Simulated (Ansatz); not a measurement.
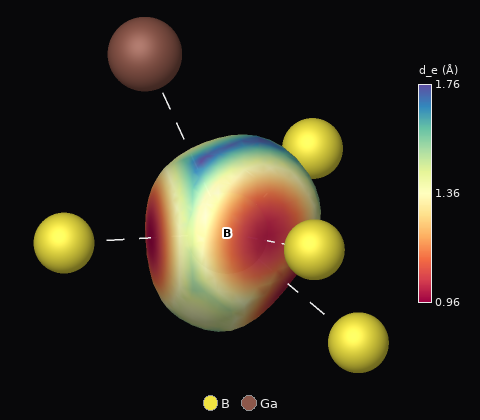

Hirshfeld surface computed for one B atom in GaB4 (P-1, No. 2), coloured by d_e. Dashed lines lead to the closest neighbours outside.

The surface is where the fragment's share of the procrystal density (the sum of the densities of spherically averaged neutral Hartree-Fock atoms) equals one half. d_i and d_e are the distances from the surface to the nearest nucleus inside and outside.

Origin of the cell: the end point of a relaxation with DFT PBE, scalar-relativistic, plane waves, PAW in Ansatz; the starting structure was generated, so it need not be a known form of this composition.

```xyz
5
Lattice="3.0998 0.0000 0.0000 0.4936 3.2640 0.0000 1.3578 0.6943 4.1064" Properties=species:S:1:pos:R:3 pbc="T T T"
Ga    0.6789    0.3472    2.0532
B     2.6599    1.9938    2.9359
B     0.7369    2.3537    0.2410
B     4.2143    1.6046    3.8654
B     2.2914    1.9645    1.1705
```

**What is the shortest distance from the fragment to an atom outside it?**

B–B, 1.80 Å.

**How is the surface shared among contacts (nearest atom inside ··· nearest atom outside)?**

B···B 78 %, B···Ga 22 %. The surface faces 7 neighbours with more than 2 % of its area each: 4 B + 3 Ga.

**Give the size and shape of the surface.**

It encloses about 4.2 Å³, has an area of about 13 Å² and a globularity of 0.99 (1 for a sphere).
